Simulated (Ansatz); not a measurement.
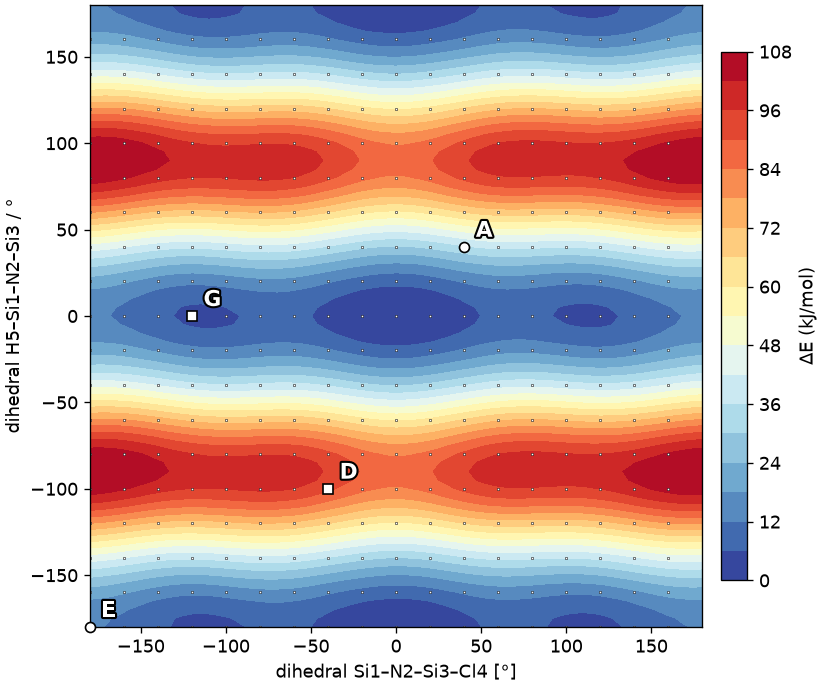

ClH5NSi2, SMILES [SiH2+]N[SiH2]Cl, charge +1. The first coordinate is: dihedral Si1–N2–Si3–Cl4; the second: dihedral H5–Si1–N2–Si3. Nothing is relaxed (all other coordinates rigid). The grid has 18 × 18 points; 230 points were computed and 94 follow by symmetry. Points are written as (first, second). Energies are in kJ/mol, from the lowest grid point. Theory: Ansatz, RKS r2SCAN-D4/def2-SVP.

In the figure: filled contours, dots at the grid points, lettered points. Between grid points the surface is interpolated.

What kind of point is each of A, E, G: minimum, saddle, maximum or slope?

Answer. A: on a slope; E: saddle point; G: minimum. (In these two coordinates alone; a stationary point may lie a little off the grid point.)

Rank the lettered points by energy, lowest first.

Answer. G (5.0 kJ/mol), E (12 kJ/mol), A (35 kJ/mol), D (91 kJ/mol).
